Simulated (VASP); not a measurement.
Band structure of CuZn (CsCl type). These are vdW-DF2, VASP's PBE PAW potentials (set 64) (plane waves; VASP 6.6.1) values and carry that method's errors.

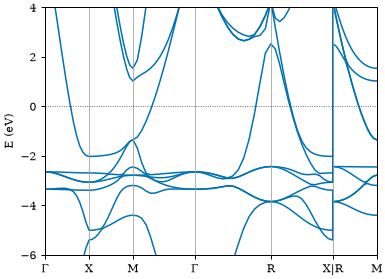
Figure: Bands along high-symmetry lines, zero at the valence-band maximum or, without a gap, the Fermi level

Question: Read the plot: is there a gap, and where are the band edges?

Answer: It has no gap at this level: it comes out as a metal or semimetal. (Edges off the drawn lines would not show.)

The compound is CuZn in the CsCl type structure. It was relaxed first, which changed the volume by +13 %. The electron count is odd and the run is not spin-polarised, which forces a metal.
